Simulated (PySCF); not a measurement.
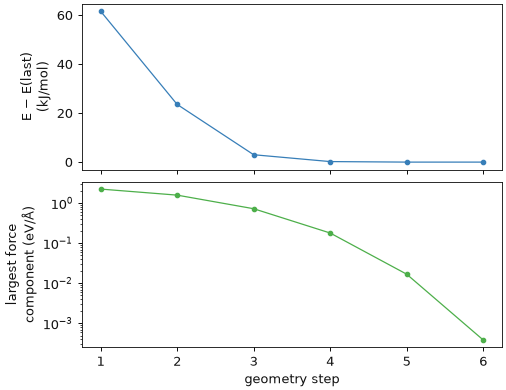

History of a geometry optimisation. The run: Sc2S molecule, by RKS-based PBE0, S def2-SVP, Sc def2-SVP; non-relativistic Hamiltonian; density fitting in PySCF 2.14.0. The start has point group D∞h, which is kept. A held symmetry can leave a saddle point.

The optimisation met its thresholds at geometry 6, counting the start as the first. The energy fell by about 62 kJ/mol from the first step to the last. The largest force component goes from about 2.3 eV/Å at the start to 4 × 10⁻⁴ eV/Å at the end.
